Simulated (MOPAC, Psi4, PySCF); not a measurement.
Interaction energy of H4Ge ··· O2S (SMILES [GeH4] and O=S=O). Monomers: optimised at B3LYP-D3(BJ) (def2-TZVP), held rigid. Orientation: a random orientation, not optimised. The monomers approach along the line of their centres of mass (distance R); nothing else relaxes.

Geometry at R = 4.50 Å (first 5 atoms: monomer A):
```
8

Ge     0.0000     0.0000     0.0000
H     -0.8673    -0.6827    -1.0680
H      0.2348     1.4664    -0.3917
H      1.3502    -0.7248     0.1031
H     -0.7177    -0.0589     1.3566
O      2.2421    -3.2350     3.0802
S      1.4407    -2.3759     3.9104
O      0.4163    -1.5745     3.2957
```

- PM3, restricted, heats of formation (MOPAC)
- RKS-B3LYP/6-31G* = restricted B3LYP/6-31G*, spherical d, no counterpoise correction run with PySCF
- RMP2/3-21G = PySCF with restricted MP2 (frozen core)/3-21G, no counterpoise correction
- PM7, restricted, heats of formation (MOPAC)
- HF/aug-cc-pVDZ, counterpoise-corrected (Psi4)

Interaction energies in kJ/mol (negative: bound); R is the distance of the centres of mass, d the H5···O8 distance.

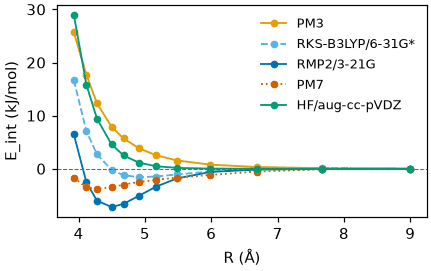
Interaction energy against separation.

```
R / Å  d / Å    PM3  RKS-B3LYP/6-31G*  RMP2/3-21G    PM7  HF/aug-cc-pVDZ
-----  -----  -----  ----------------  ----------  -----  --------------
3.93    2.15  25.68             16.70        6.50  -1.70           28.99
4.12    2.33  17.68              7.04       -2.57  -3.50           15.80
4.28    2.49  12.31              2.70       -6.01  -3.78            9.41
4.50    2.71   7.88             -0.22       -7.21  -3.44            4.57
4.68    2.89   5.71             -1.21       -6.61  -2.99            2.51
4.91    3.12   3.87             -1.58       -5.10  -2.49            1.15
5.17    3.37   2.54             -1.46       -3.37  -2.08            0.47
5.49    3.69   1.55             -1.08       -1.80  -1.70            0.16
5.99    4.19   0.77             -0.50       -0.60  -1.16            0.03
6.69    4.89   0.33             -0.10       -0.16  -0.53            0.00
7.67    5.87   0.11              0.00       -0.06  -0.10            0.00
9.00    7.19   0.02              0.00       -0.02  -0.04            0.00
```

Lowest grid point: PM3 0.02 kJ/mol at R = 9.00 Å; RKS-B3LYP/6-31G* -1.58 kJ/mol at R = 4.91 Å; RMP2/3-21G -7.21 kJ/mol at R = 4.50 Å; PM7 -3.78 kJ/mol at R = 4.28 Å; HF/aug-cc-pVDZ 0.00 kJ/mol at R = 9.00 Å.
